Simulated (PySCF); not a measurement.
SMILES C(CCl)Br, singlet at its PBE0/def2-SVP optimised geometry (Å):

```
8

Cl     2.1150    -0.7115     0.0000
C      0.3267    -0.7115     0.0000
C     -0.1727     0.7120     0.0000
Br    -2.1150     0.7349    -0.0034
H     -0.0086    -1.2547    -0.8934
H     -0.0089    -1.2548     0.8933
H      0.1580     1.2548    -0.8943
H      0.1553     1.2541     0.8958
```

Computed with PBE0/def2-TZVP (PySCF 2.14.0). Cells within 0.4 Å of a nucleus heavier than hydrogen are left out (blank, or x).

Map of the log10 of the electron density (e/bohr³), floored at −4 on the plane z = 0.0 Å:

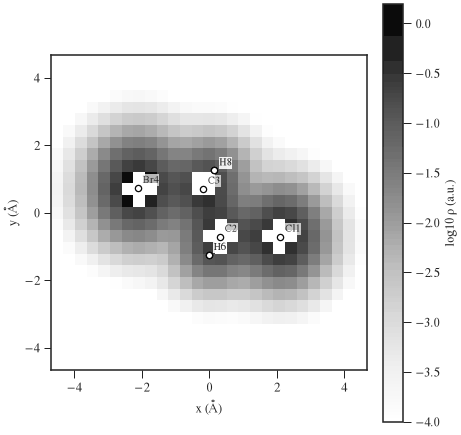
Fig. 1. Log10 of the electron density (e/bohr³), floored at −4 on the plane z = 0.0 Å.
